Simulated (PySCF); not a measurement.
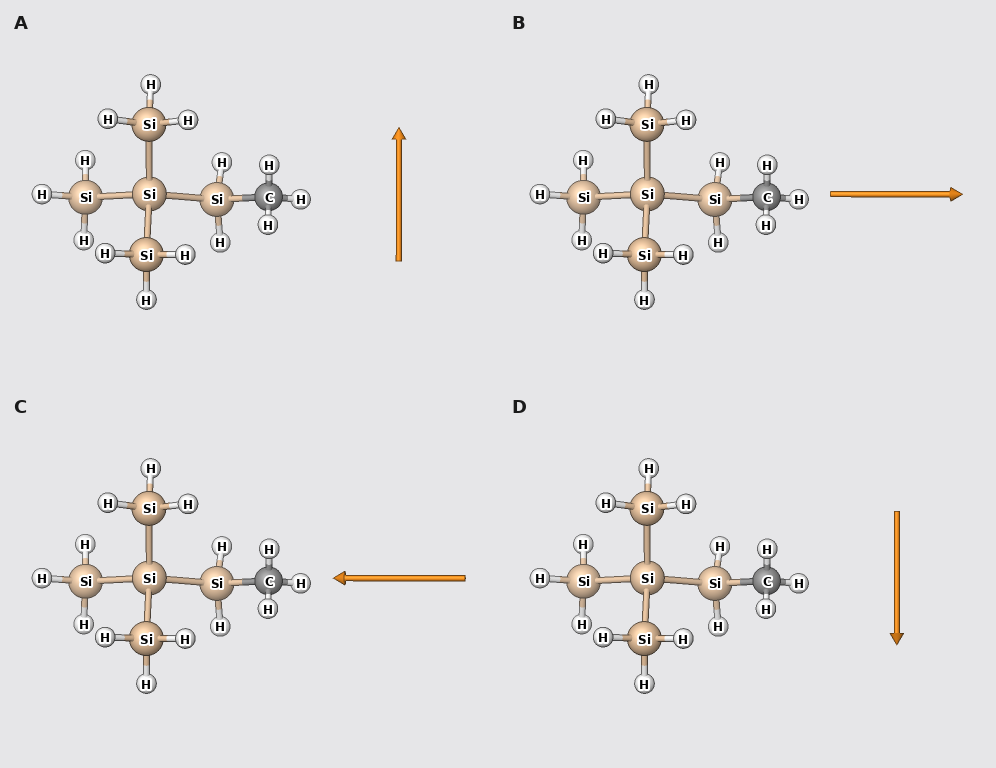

The same molecule four times, each with an arrow. The computed structure is the end point of a GFN2-xTB optimisation. No frequency run is at hand to confirm it as a minimum. Method: PBE0/pcSseg-1, gas phase (PySCF 2.14.0).

> Which arrow points along the dipole moment, from the negative to the positive end?

B. The dipole moment is 0.69 D.

The geometry is semi-empirical. Around Si such bond lengths and angles can be off by a tenth of an ångström or more and by several degrees, and values that hang on the shape move with them.
